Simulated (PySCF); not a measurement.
SMILES [AlH2][c]1ccccc1 at its PBE0/def2-SVP optimised geometry (Å):

```
14

Al     1.2752    -1.8776     0.0000
H      0.4473    -3.2377    -0.0001
H      2.8675    -1.8776     0.0000
C      0.3201    -0.1776     0.0000
C     -1.0878    -0.1289     0.0006
C     -1.7743     1.0845     0.0004
C     -1.0628     2.2845    -0.0004
C      0.3321     2.2677    -0.0010
C      1.0110     1.0501    -0.0008
H     -1.6646    -1.0601     0.0012
H     -2.8675     1.0969     0.0009
H     -1.5983     3.2377    -0.0005
H      0.8904     3.2077    -0.0017
H      2.1064     1.0581    -0.0012
```

Computed with PySCF with PBE0/def2-TZVP.

Map of the HOMO amplitude (bohr^(-3/2)) on the plane z = 1.2 Å; orbital energy -7.37 eV, overall sign arbitrary:

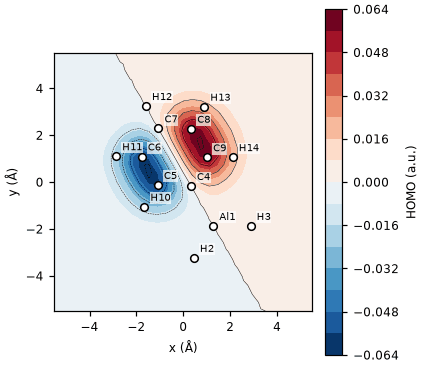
Figure: HOMO amplitude (bohr^(-3/2)) on the plane z = 1.2 Å.
